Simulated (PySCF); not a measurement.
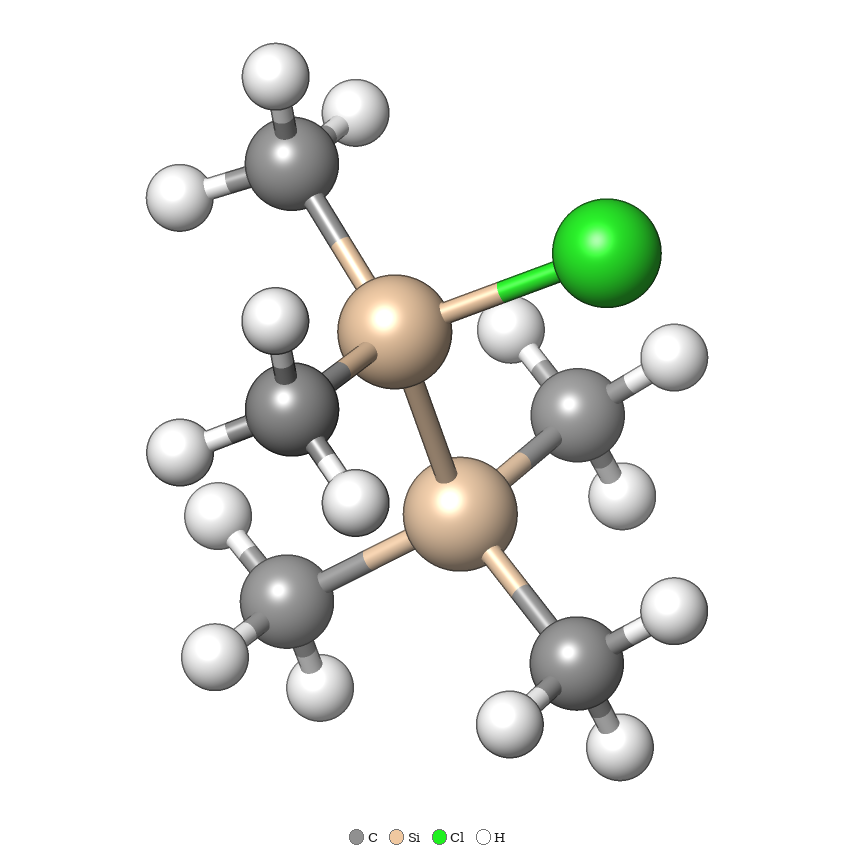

The geometry was computed by an optimisation with PBE0-D3(BJ)/def2-SVP. No frequency run is at hand to confirm it as a minimum.

Give the structural formula.

SMILES: C[Si](C)(C)[Si](C)(C)Cl

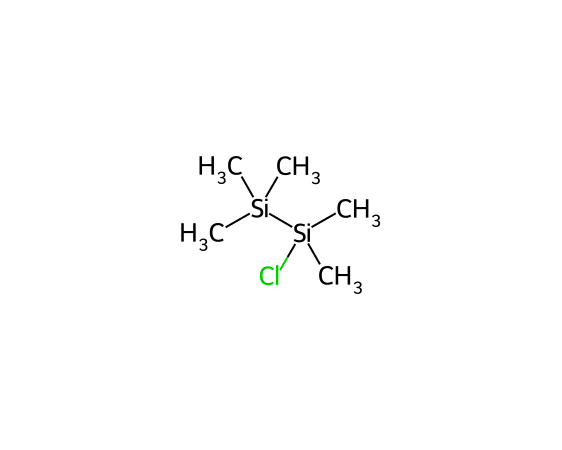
